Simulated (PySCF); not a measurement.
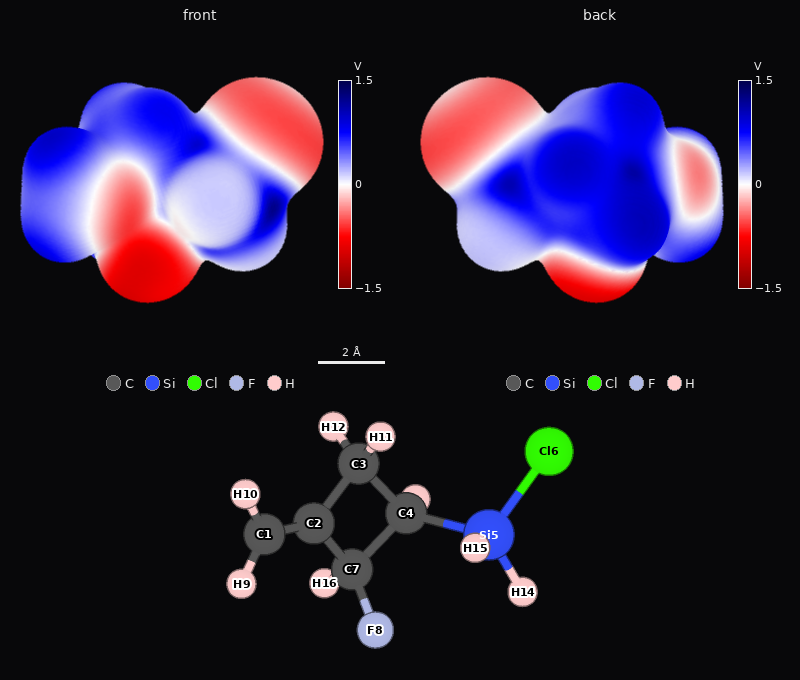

Figure. C₅H₈ClFSi. The molecular electrostatic potential painted on the density surface at 0.002 e/bohr³, seen from the front and from behind; red is negative and blue positive. The bare structure is drawn below in the same view.

Geometry: GFN2-xTB.

All numbers below come from PBE0/pcSseg-1, SCF density, gas phase, non-relativistic (PySCF 2.14.0).

| atom | x (Å) | y (Å) | z (Å) |
| --- | --- | --- | --- |
| C | -2.3352 | 0.6998 | -0.5655 |
| C | -1.2078 | 0.0340 | -0.4326 |
| C | 0.0544 | -0.0927 | -1.2420 |
| C | 0.7375 | -0.7218 | -0.0039 |
| Si | 1.9338 | 0.4316 | 0.9262 |
| Cl | 3.5895 | 0.5987 | -0.2195 |
| C | -0.6366 | -0.8080 | 0.6763 |
| F | -0.7061 | -0.2625 | 1.9435 |
| H | -3.0928 | 0.6794 | 0.1993 |
| H | -2.5366 | 1.2967 | -1.4390 |
| H | 0.4719 | 0.8455 | -1.6058 |
| H | -0.0423 | -0.7768 | -2.0854 |
| H | 1.1882 | -1.6974 | -0.1922 |
| H | 2.2967 | -0.1608 | 2.2082 |
| H | 1.3398 | 1.7571 | 1.0622 |
| H | -1.0621 | -1.8139 | 0.7588 |

### Describe the electrostatic potential map.

The most negative region (about −0.9 V, or −21 kcal/mol for a unit charge) lies over F8, the most positive (about +1.1 V, or +25 kcal/mol for a unit charge) over Si5 and C7.
